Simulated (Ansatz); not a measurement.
# Ti2CO2/Ti2CO2 (MXene bilayer): converging the G0W0 gap

Aim: see how the G0W0 gap of Ti2CO2/Ti2CO2 (MXene bilayer) on PBEsol moves with empty bands and screening cutoff, and what each rung costs.

Program: Ansatz 0.2.0. Level of theory: G0W0 on PBEsol, plane waves, PAW; PAW set soft_1. Results are calculated unless marked as measured.

**1. Set-up**

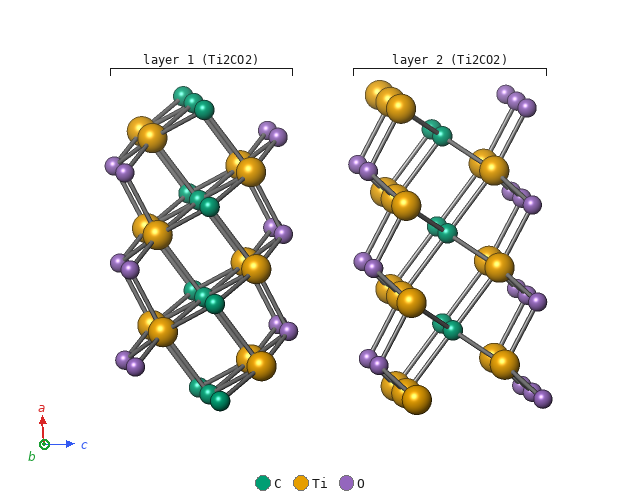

The starting structure, seen from the side, with the c axis across the page (carbon teal, titanium orange, oxygen purple). 3×2×1 cells are drawn. Bonds to atoms that aren't drawn are left out. Some periodic images of atoms are drawn too.

The cell holds 10 atoms: 2 C, 4 Ti and 4 O. Its edges and angles: a = 2.985 Å, b = 2.985 Å, c = 45.500 Å, α = 90.0°, β = 90.0°, γ = 120.0°. Regions: layer 1 (Ti2CO2), 5 atoms (1 C, 2 Ti and 2 O); layer 2 (Ti2CO2), 5 atoms (1 C, 2 Ti and 2 O). Vacuum lies along c.

The structure was relaxed with PBEsol-D3(BJ). The runs that relaxed it are not among those shown. The Coulomb interaction is cut off across the vacuum.

**2. 131 empty bands, screening to 30 eV**

Now the one-shot GW correction: screening in the RPA, then the self-energy of the levels asked for. This step takes PAW set soft_1 files.

input.yaml reads:

```yaml
crystal:
  lattice:
    - [2.9853103339, 0.0, 0.0]
    - [-1.4926551669, 2.5853545873, 0.0]
    - [0.0, 0.0, 45.5]
  atoms:
    - { symbol: C, position: [0.0, 0.0, 0.425971892] }
    - { symbol: Ti, position: [0.3333333333, 0.6666666667, 0.4543806362] }
    - { symbol: Ti, position: [0.6666666667, 0.3333333333, 0.3975927658] }
    - { symbol: O, position: [0.6666666667, 0.3333333333, 0.4740695029] }
    - { symbol: O, position: [0.3333333333, 0.6666666667, 0.3776272809] }
    - { symbol: C, position: [0.6666666667, 0.3333333333, 0.5740211048] }
    - { symbol: Ti, position: [0.3333333333, 0.6666666667, 0.6024019226] }
    - { symbol: Ti, position: [0.0, 0.0, 0.5456576763] }
    - { symbol: O, position: [0.0, 0.0, 0.6223727191] }
    - { symbol: O, position: [0.3333333333, 0.6666666667, 0.5258329942] }
  periodic: [true, true, false]
kpoints:
  mp_grid: { grid: [6, 6, 1] }
hamiltonian:
  xc: pbesol
  pseudopotentials: { kind: paw, azcp: { folder: soft_1 }, xc_functional: pbe }
scf:
  occupations: { method: fixed }
gw:
  n_empty_bands: 131
  ecut_chi: 30
  qp_bands: [v3, c3]
  qp_kpoints: band_edges
  screening: { model: contour_deformation }
```

Started as:

```sh
$ ansatz run input.yaml --threads 4 --pin off --max-ram 17510MiB --backend cpu --events-out ev --progress --plain --runs-dir out
```

Numbers of over 12 decimals in the logs are rounded to 6 here.

The log of the run:

```text
Engine: ansatz 0.2.0, aarch64-unknown-linux-gnu
Pseudopotentials: kind: paw
Pseudopotential: C, paw, valence charge 4, recommended cutoff 420 eV (normal), soft_1/C.paw.azcp
Pseudopotential: Ti, paw, valence charge 12, recommended cutoff 420 eV (normal), soft_1/Ti.paw.azcp
Pseudopotential: O, paw, valence charge 6, recommended cutoff 420 eV (normal), soft_1/O.paw.azcp
Functional definition: PBEsol
  exchange = pbesol_x
  correlation = pbesol_c
Crystal: 10 atoms, lattice volume = 351.173 Å³
Basis set: ecut = 420 eV, 6669 PW (Γ)
Bands: 50, of which v1, the nominal top of the filled ones, is band 40 counted from 1 (39 counted from 0)
Symmetry: 6 space group operations
Space group: P3m1 (ITA 156), of the structure as read, at distance tolerance 7.1e-5 Å
k-points: 7 of 36 (time reversal used)
Non-local potential: C, projectors of the file, l = 0: 2, l = 1: 2, l = 2: 1
Non-local potential: Ti, projectors of the file, l = 0: 3, l = 1: 2, l = 2: 3, l = 3: 1
Non-local potential: O, projectors of the file, l = 0: 2, l = 1: 2, l = 2: 1
PAW form: soft (Blöchl's): semilocal exchange-correlation on the pseudo side does not see the compensation charge
PAW frozen core: C, regenerated for the run's functional, and the local potential with it (the file was generated under x = pbe(κ = 0.804, μ = 0.219515), c = pbe(β = 0.066725))
PAW frozen core: Ti, regenerated for the run's functional, and the local potential with it (the file was generated under x = pbe(κ = 0.804, μ = 0.219515), c = pbe(β = 0.066725))
PAW frozen core: O, regenerated for the run's functional, and the local potential with it (the file was generated under x = pbe(κ = 0.804, μ = 0.219515), c = pbe(β = 0.066725))
PAW one-centre angular grid: C, 110 points (default); XC on 64 Gauss nodes
PAW one-centre angular grid: Ti, 590 points (default); XC on 64 Gauss nodes
PAW one-centre angular grid: O, 110 points (default); XC on 64 Gauss nodes
Initial density: superposition of atomic densities (neutral atoms: chi_scale 0, normalization atom)
Initial wavefunctions: pseudopotential atomic-orbital guess
Functional: x = pbesol(κ = 0.804, μ = 0.123457), c = pbesol(β = 0.046)
SCF iter   1: F=—  HF=-12656.593265 eV  |F-HF|=—  |Δ(HF+E_count)|=         —  Δρ=1.16e-1  dr2=5.61e1  ethr=3.10e-3  ⟨swp⟩=6.3  Hψ=1794  notcnv=0  defer=54
preconditioner: auto → Resta (q_TF=auto, 2.132 Å⁻¹)  ε∞=2.5  [insulator: Δε(μ)=2.691 eV  Ē_g=11.259 eV  n_scr=30 (ndim 8)  ℏωp=13.7 eV  f_vac=0.684  ε∞_Penn≈2.5  vacuum switching on, ρ_ref=9.2e-3 e/Å³]
SCF iter   2: F=—  HF=-12648.557897 eV  |F-HF|=—  |Δ(HF+E_count)|=    8.04e0  Δρ=1.04e-1  dr2=3.93e1  ethr=3.10e-3  ⟨swp⟩=5.7  Hψ=1211  notcnv=0  defer=54
SCF iter   3: F=—  HF=-12643.860878 eV  |F-HF|=—  |Δ(HF+E_count)|=    4.70e0  Δρ=2.84e-2  dr2=3.22e0  ethr=3.10e-3  ⟨swp⟩=4.3  Hψ=922  notcnv=0  defer=54
SCF iter   4: F=—  HF=-12643.244687 eV  |F-HF|=—  |Δ(HF+E_count)|=   6.16e-1  Δρ=1.08e-2  dr2=3.53e-1  ethr=3.10e-3  ⟨swp⟩=3.0  Hψ=641  notcnv=0  defer=52
SCF iter   5: F=—  HF=-12643.283800 eV  |F-HF|=—  |Δ(HF+E_count)|=   3.91e-2  Δρ=9.39e-3  dr2=8.01e-1  ethr=4.41e-4  ⟨swp⟩=4.1  Hψ=843  notcnv=0  defer=54  recentre
SCF iter   6: F=—  HF=-12643.229153 eV  |F-HF|=—  |Δ(HF+E_count)|=   5.46e-2  Δρ=5.81e-3  dr2=2.13e-1  ethr=4.41e-4  ⟨swp⟩=3.7  Hψ=544  notcnv=0  defer=53
SCF iter   7: F=—  HF=-12643.207240 eV  |F-HF|=—  |Δ(HF+E_count)|=   2.19e-2  Δρ=2.81e-3  dr2=2.57e-2  ethr=2.66e-4  ⟨swp⟩=2.7  Hψ=478  notcnv=0  defer=56
SCF iter   8: F=—  HF=-12643.214431 eV  |F-HF|=—  |Δ(HF+E_count)|=   7.19e-3  Δρ=2.91e-3  dr2=4.13e-2  ethr=3.21e-5  ⟨swp⟩=4.0  Hψ=737  notcnv=0  defer=56
SCF iter   9: F=—  HF=-12643.211893 eV  |F-HF|=—  |Δ(HF+E_count)|=   2.54e-3  Δρ=2.31e-3  dr2=2.07e-2  ethr=3.21e-5  ⟨swp⟩=2.9  Hψ=486  notcnv=0  defer=56
SCF iter  10: F=—  HF=-12643.209694 eV  |F-HF|=—  |Δ(HF+E_count)|=   2.20e-3  Δρ=1.58e-3  dr2=9.83e-3  ethr=2.59e-5  ⟨swp⟩=2.6  Hψ=464  notcnv=0  defer=56
SCF iter  11: F=—  HF=-12643.208167 eV  |F-HF|=—  |Δ(HF+E_count)|=   1.53e-3  Δρ=2.17e-4  dr2=2.42e-4  ethr=1.23e-5  ⟨swp⟩=4.1  Hψ=750  notcnv=0  defer=56
SCF iter  12: F=—  HF=-12643.208211 eV  |F-HF|=—  |Δ(HF+E_count)|=   4.34e-5  Δρ=8.61e-5  dr2=4.21e-5  ethr=3.02e-7  ⟨swp⟩=3.3  Hψ=710  notcnv=0  defer=56
SCF iter  13: F=—  HF=-12643.208211 eV  |F-HF|=—  |Δ(HF+E_count)|=   5.62e-8  Δρ=4.65e-5  dr2=7.23e-6  ethr=5.27e-8  ⟨swp⟩=2.9  Hψ=642  notcnv=0  defer=56
SCF iter  14: F=—  HF=-12643.208210 eV  |F-HF|=—  |Δ(HF+E_count)|=   4.50e-7  Δρ=2.42e-5  dr2=2.16e-6  ethr=9.04e-9  ⟨swp⟩=2.9  Hψ=608  notcnv=0  defer=56
SCF iter  15: F=—  HF=-12643.208210 eV  |F-HF|=—  |Δ(HF+E_count)|=   4.01e-8  Δρ=1.06e-5  dr2=1.09e-6  ethr=2.70e-9  ⟨swp⟩=3.0  Hψ=631  notcnv=0  defer=56
SCF iter  16: F=—  HF=-12643.208210 eV  |F-HF|=—  |Δ(HF+E_count)|=   6.45e-8  Δρ=7.09e-6  dr2=6.18e-7  ethr=1.36e-9  ⟨swp⟩=3.0  Hψ=508  notcnv=0  defer=56
SCF iter  17: F=—  HF=-12643.208210 eV  |F-HF|=—  |Δ(HF+E_count)|=   5.66e-9  Δρ=3.77e-6  dr2=1.37e-7  ethr=7.72e-10  ⟨swp⟩=2.6  Hψ=414  notcnv=0  defer=56
SCF iter  18: F=-12643.208210 eV  HF=-12643.208211 eV  |F-HF|=1.84e-8  |Δ(HF+E_count)|=   9.71e-9  Δρ=1.98e-6  dr2=2.65e-8  ethr=1.25e-10  ⟨swp⟩=17.1  Hψ=1584  notcnv=0
SCF 1 converged in 18 iterations: F = -12643.208210 eV  dr2 = 2.65e-8
  greatest PAW one-centre occupation: 0.998 electrons in one spin orbital (limit 2), on the Ti atom at site 7 (counted from 0), in its partial waves of l = 0
NSCF: frozen V_eff on 7 k-points
G₀W₀ screening: q 1/7
[... further progress lines ...]
SCF converged after 18 iterations
Free energy (F): -12643.208210 eV
Harris-Foulkes:  -12643.208211 eV  (|F-HF|=1.84e-8)
Internal energy: -12643.208210 eV  (E = F + TS)
E sigma→0 (E₀):  -12643.208210 eV
Fermi energy:    -5.710998 eV
--- Per-component energies (eV) ---
  E_band       = -2071.088024
  E_kinetic    = 1968.219564
  E_local      = -535227.634073  (includes V_loc(G=0)·N_el)
  E_nonlocal   = 496.896617
  E_hartree    = 266314.410537
  E_xc         = -842.957856
  E_vxc        = -1066.088534  (∫ρ·V_xc dr)
  E_paw        = -4881.653473  (= ΣΔE_a)
  E_vpaw       = -871.294752  (= ΣTr[D̂ρ^β])
  E_aug_tail   = 0.002877  (compensation charges beyond the density's cutoff)
  E_ewald      = 259528.766705
  E_core_change = 0.740891  (= ΣΔE_core)
  E_smearing   = -0.000000  (= −TS)
  E_closure    = -0.000000  (closes the sum)
  Σ components = -12643.208210   (vs F -12643.208210, Δ=0.00e0)
--- Band table (eV; the first three rows and the last of 7) ---
  k-point 0: bands = [... 36 lower, -5.9093, -5.9093, -5.7110, -5.7110, -5.2800, -5.2800, -5.0932, -5.0932, ... 6 higher]
  k-point 1: bands = [... 36 lower, -7.0035, -6.9523, -6.8102, -6.7423, -5.2421, -5.0509, -4.5467, -4.3594, ... 6 higher]
  k-point 2: bands = [... 36 lower, -7.7861, -7.5937, -7.5310, -7.3402, -5.5015, -5.3015, -4.1557, -4.1301, ... 6 higher]
  k-point 6: bands = [... 36 lower, -8.8716, -8.8647, -8.6736, -8.6462, -4.7257, -4.5466, -4.2927, -4.2714, ... 6 higher]
--- G₀W₀: contour deformation, 9 samples at zero and on the imaginary axis and 2 off it, 36 q-points, 131 empty bands' worth ---
  eigenvalues of the whole cell's RPA ε∞ on this k-mesh (on a slab, of 1 + 4πα/V) = 1.2345, 19.5511, 19.5511; static W/v taken at q = 0 is 0.187266
  gw.qp_kpoints: band_edges: 5 of 7 stored k-points solved, in 1 pass; an edge of the gap read off the rows below is read off those points alone
    valence top: of the k-points left out ik 4 came nearest to being solved in a further pass, in band 39 (counted from 1, as in the quasiparticle table): it holds the edge there only if its correction is more favourable than any solved in that band by at least 1.646 eV; those differ by 0.575 eV
    conduction bottom: of the k-points left out ik 4 came nearest to being solved in a further pass, in band 41 (counted from 1, as in the quasiparticle table): it holds the edge there only if its correction is more favourable than any solved in that band by at least 0.519 eV; those differ by 0.332 eV
  `?` marks the rows in doubt; gw_qp.tsv's column doubts and the gw_qp event give each row's grounds
    ik  band        ε_KS         Σx   Σc(E_QP)       V_xc       Z   E_QP_lin       E_QP  E_QP is
     0    38     -5.9093   -19.5717     1.9014   -18.4447  0.6705    -5.1748    -5.1348  root
     0    39     -5.7110   -19.5590     1.8969   -18.4407  0.6715    -4.9717    -4.9323  root
     0    40     -5.7110   -19.5590     1.8969   -18.4407  0.6715    -4.9717    -4.9323  root
     0    41     -5.2800   -13.8289    -5.5386   -21.2305  0.6448    -3.5228    -3.4171  root ?
     0    42     -5.2800   -13.8289    -5.5386   -21.2305  0.6448    -3.5228    -3.4171  root ?
     0    43     -5.0932   -13.8379    -5.5354   -21.2355  0.6465    -3.3292    -3.2310  root
     1    38     -6.9523   -20.9534     2.9313   -18.5172  0.6596    -6.4788    -6.4571  root
     1    39     -6.8102   -18.8149     1.4126   -18.3751  0.6608    -5.8947    -5.8373  root
     1    40     -6.7423   -21.0176     2.8985   -18.6314  0.6642    -6.2506    -6.2299  root
     1    41     -5.2421   -13.9732    -5.0658   -20.7121  0.6484    -3.7037    -3.5690  root ?
     1    42     -5.0509   -13.9838    -5.0625   -20.7216  0.6478    -3.5112    -3.3757  root ?
     1    43     -4.5467   -13.8501    -6.2102   -21.9078  0.6308    -2.7741    -2.6992  root
     2    38     -7.5937   -20.7303     2.9693   -18.3585  0.6513    -7.0267    -6.9962  root
     2    39     -7.5310   -19.1754     2.1801   -17.8048  0.6568    -6.7673    -6.7214  root
     2    40     -7.3402   -19.1675     2.1767   -17.8046  0.6578    -6.5717    -6.5264  root
     2    41     -5.5015   -14.2643    -4.4026   -20.1976  0.6532    -4.1555    -3.9708  root ?
     2    42     -5.3015   -14.2585    -4.4220   -20.2161  0.6538    -3.9470    -3.7658  root ?
     2    43     -4.1557   -13.8319    -6.7826   -22.5542  0.6222    -2.2648    -2.2160  root
     3    38     -7.6479   -20.8258     3.2962   -17.9961  0.6565    -7.2002    -7.1814  root
     3    39     -7.4675   -19.6135     2.5847   -17.6984  0.6593    -6.8320    -6.7979  root
     3    40     -7.2766   -19.6097     2.5842   -17.6983  0.6608    -6.6371    -6.6038  root
     3    41     -5.6628   -14.3109    -4.1464   -19.9892  0.6567    -4.3768    -4.1309  root ?
     3    42     -5.4595   -14.2963    -4.2186   -20.0076  0.6557    -4.1667    -3.9668  root ?
     3    43     -4.3078   -13.5097    -6.4863   -21.7833  0.6254    -2.5948    -2.5205  root
     6    38     -8.8647   -22.5824     4.0042   -18.9508  0.6302    -8.5049    -8.4921  root
     6    39     -8.6736   -22.5681     3.9890   -18.9766  0.6361    -8.2902    -8.2762  root
     6    40     -8.6462   -22.8270     4.0193   -19.1793  0.6352    -8.2868    -8.2746  root
     6    41     -4.7257   -13.8805    -6.0976   -21.7960  0.6360    -2.9840    -2.9077  root
     6    42     -4.5466   -13.8812    -6.0917   -21.7929  0.6362    -2.8016    -2.7266  root
     6    43     -4.2927   -13.2067    -6.7754   -21.8654  0.6284    -2.4647    -2.4094  root
```

Elapsed: 91 s, on 4 threads of Arm Neoverse V1, shared host; peak memory 1.6 GiB.

Numbers from this step:

```
bands summed                                 : 171
plane waves in the screening matrix          : 167
q-points in the mesh                         : 36
G0W0 gap on the mesh                         : 0.8014 eV
k of the valence top                         : 0, 0, 0
k of the conduction bottom                   : 0, -0.5, 0
starting gap on the mesh                     : 0.04821 eV
Z at the valence top                         : 0.6715
Z at the conduction bottom                   : 0.6567
least direct G0W0 gap on the computed points : 1.515 eV
```

The gap on the mesh goes from 0.05 eV to 0.80 eV, a correction of +0.75 eV. The program marks an edge row as in doubt. Between the two edge states, bare exchange in place of the xc potential would open the gap by 6.80 eV, and correlation takes back 6.04 eV.

**3. 325 empty bands, screening to 55 eV**

Bands and screening cutoff are moved together, since each hides the error of the other.

input.yaml: that of step 2 with these lines changed.

```diff
@@ -24,5 +24,6 @@
   occupations: { method: fixed }
+  convergence: { dr2_threshold: 1.0e-10 }
 gw:
-  n_empty_bands: 131
-  ecut_chi: 30
+  n_empty_bands: 325
+  ecut_chi: 55.0
   qp_bands: [v3, c3]
```

The log of the run:

```text
[...]
Crystal: 10 atoms, lattice volume = 351.173 Å³
Basis set: ecut = 420 eV, 6669 PW (Γ)
Bands: 50, of which v1, the nominal top of the filled ones, is band 40 counted from 1 (39 counted from 0)
Symmetry: 6 space group operations
[...]
k-points: 7 of 36 (time reversal used)
[...]
SCF iter   1: F=—  HF=-12656.593265 eV  |F-HF|=—  |Δ(HF+E_count)|=         —  Δρ=1.16e-1  dr2=5.61e1  ethr=3.10e-3  ⟨swp⟩=6.3  Hψ=1794  notcnv=0  defer=54
[...]
SCF iter  22: F=-12643.208211 eV  HF=-12643.208211 eV  |F-HF|=5.64e-11  |Δ(HF+E_count)|=  8.73e-11  Δρ=7.34e-8  dr2=2.36e-11  ethr=1.00e-12  ⟨swp⟩=17.0  Hψ=1927  notcnv=0
SCF 1 converged in 22 iterations: F = -12643.208211 eV  dr2 = 2.36e-11
[...]
NSCF: frozen V_eff on 7 k-points
G₀W₀ screening: q 1/7
[... further progress lines ...]
[...]
SCF converged after 22 iterations
Free energy (F): -12643.208211 eV
[...]
Internal energy: -12643.208211 eV  (E = F + TS)
E sigma→0 (E₀):  -12643.208211 eV
Fermi energy:    -5.710948 eV
[...]
--- Band table (eV; the first three rows and the last of 7) ---
  k-point 0: bands = [... 36 lower, -5.9093, -5.9093, -5.7109, -5.7109, -5.2800, -5.2800, -5.0932, -5.0932, ... 6 higher]
  k-point 1: bands = [... 36 lower, -7.0035, -6.9524, -6.8101, -6.7422, -5.2421, -5.0509, -4.5467, -4.3593, ... 6 higher]
  k-point 2: bands = [... 36 lower, -7.7861, -7.5937, -7.5311, -7.3402, -5.5016, -5.3014, -4.1557, -4.1301, ... 6 higher]
[...]
0    42     -5.2800   -13.8290    -5.9170   -21.2305  0.6366    -3.9934    -3.7955  root ?
     0    43     -5.0932   -13.8379    -5.9118   -21.2355  0.6375    -3.8037    -3.6073  root ?
     1    38     -6.9524   -20.9534     2.7785   -18.5173  0.6503    -6.6213    -6.6099  root
     1    39     -6.8101   -18.8149     1.0636   -18.3751  0.6524    -6.2139    -6.1863  root
     1    40     -6.7422   -21.0176     2.7445   -18.6314  0.6540    -6.3951    -6.3839  root
     1    41     -5.2421   -13.9732    -5.3584   -20.7121  0.6399    -4.0877    -3.8617  root ?
     1    42     -5.0509   -13.9838    -5.3557   -20.7216  0.6395    -3.8950    -3.6688  root ?
     1    43     -4.5467   -13.8501    -6.5738   -21.9078  0.6224    -3.2394    -3.0628  root ?
     2    38     -7.5937   -20.7303     2.7563   -18.3585  0.6419    -7.2241    -7.2092  root
     2    39     -7.5311   -19.1754     1.8582   -17.8048  0.6484    -7.0630    -7.0433  root
[...]
2    41     -5.5016   -14.2643    -4.6333   -20.1976  0.6446    -4.4660    -4.2016  root ?
     2    42     -5.3014   -14.2585    -4.6547   -20.2161  0.6455    -4.2596    -3.9984  root ?
[...]
3    40     -7.2766   -19.6097     2.3086   -17.6983  0.6530    -6.8921    -6.8794  root
[...]
3    43     -4.3079   -13.5097    -6.8218   -21.7833  0.6181    -3.0299    -2.8560  root ?
     6    38     -8.8647   -22.5824     3.9108   -18.9508  0.6195    -8.5937    -8.5854  root
     6    39     -8.6736   -22.5681     3.8892   -18.9766  0.6273    -8.3842    -8.3758  root
     6    40     -8.6461   -22.8270     3.9335   -19.1793  0.6254    -8.3681    -8.3603  root
     6    41     -4.7257   -13.8805    -6.4241   -21.7961  0.6274    -3.4070    -3.2342  root ?
     6    42     -4.5466   -13.8812    -6.4184   -21.7929  0.6277    -3.2254    -3.0532  root ?
     6    43     -4.2927   -13.2067    -7.1603   -21.8655  0.6190    -2.9626    -2.7942  root ?
```

It took 5.2 min on 4 threads; peak memory 3.5 GiB; 20 min of CPU time.

This step gave:

```yaml
bands_summed: 365
plane_waves_in_the_screening_matrix: 313
q_points_in_the_mesh: 36
g0w0_gap_on_the_mesh: 0.8631 eV
k_of_the_valence_top: 0, 0, 0
k_of_the_conduction_bottom: 0, -0.5, 0
starting_gap_on_the_mesh: 0.04814 eV
z_at_the_valence_top: 0.6612
z_at_the_conduction_bottom: 0.6480
least_direct_g0w0_gap_on_the_computed_points: 1.398 eV
```

Against the run with 6×6×1 mesh, 131 empty bands, screening to 30 eV, PAW set soft_1 files, the gap moves by +0.06 eV.

**4. Side by side**

Times are wall times on 4 threads of Arm Neoverse V1, shared host, good to a factor of about two.

| mesh | files | frequency | bands summed | cutoff (eV) | start (eV) | G0W0 (eV) | time | host memory (GiB) |
| --- | --- | --- | --- | --- | --- | --- | --- | --- |
| 6×6×1 | PAW set soft_1 | contour deformation | 171 | 30 | 0.048 | 0.801 | 91 s | 1.6 |
| 6×6×1 | PAW set soft_1 | contour deformation | 365 | 55 | 0.048 | 0.863 | 5.2 min | 3.5 |

The parts of the quasiparticle energy at the two band edges (eV; QP = start + Σx + Σc − Vxc):

```csv
run,edge,start,Σx,Σc,Vxc,Z,QP
171 bands,valence top,-5.71,-19.56,1.90,-18.44,0.67,-4.93
171 bands,conduction bottom,-5.66,-14.31,-4.15,-19.99,0.66,-4.13
365 bands,valence top,-5.71,-19.56,1.64,-18.44,0.66,-5.19
365 bands,conduction bottom,-5.66,-14.31,-4.35,-19.99,0.65,-4.33
```

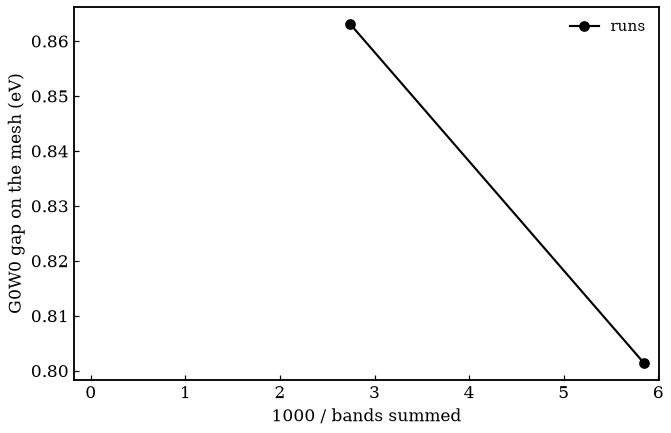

The gap against one over the number of bands.

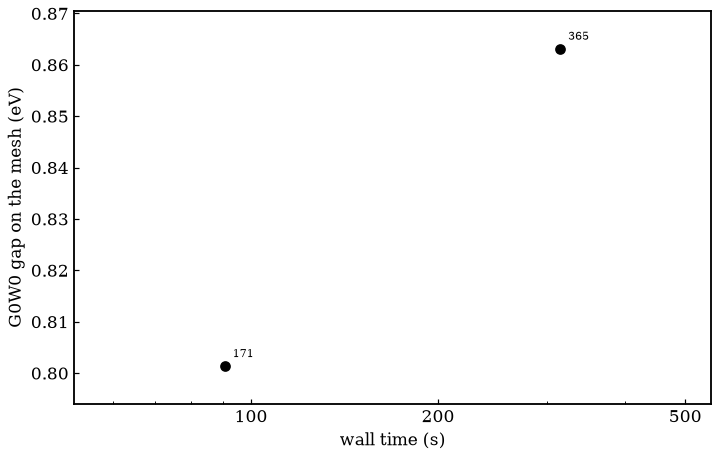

Result against wall time.

**5. What came out**

| Property | Result |
| --- | --- |
| 171 bands, 30 eV | 0.801 eV |
| 365 bands, 55 eV | 0.863 eV |
| mesh and start | 6×6×1, PBEsol |

**Reading.** From 171 to 365 bands the gap moves by +0.06 eV while the time grows 3.5-fold. Σc changes by −0.26 eV at the valence top and −0.20 eV at the conduction bottom, so the levels themselves move more than the gap between them. The mesh in the plane is coarse for a sheet; gap and any exciton binding can still move on denser ones. The program marks a band-edge row as in doubt, so the gap is less sure than its digits.

[Paths, hosts, dates, memory and timing lines, banners, echoed tables and standing remarks are left out of the program output.]

[Logs are printed without paths, hosts, clocks, repeated set-up lines and the standing remarks that a program may print on its own settings, such as how far it seeks lower states.]

[Runs of the session that timed out or met a known fault of the program may be left out.]

[Cells called generated may have been cut or substituted from an entry of the Crystallography Open Database or the Materials Project.]

[Hosts, paths, dates, database ids (printed as entryN), source tags and the programs' standing remarks are cut or masked in the printed files.]
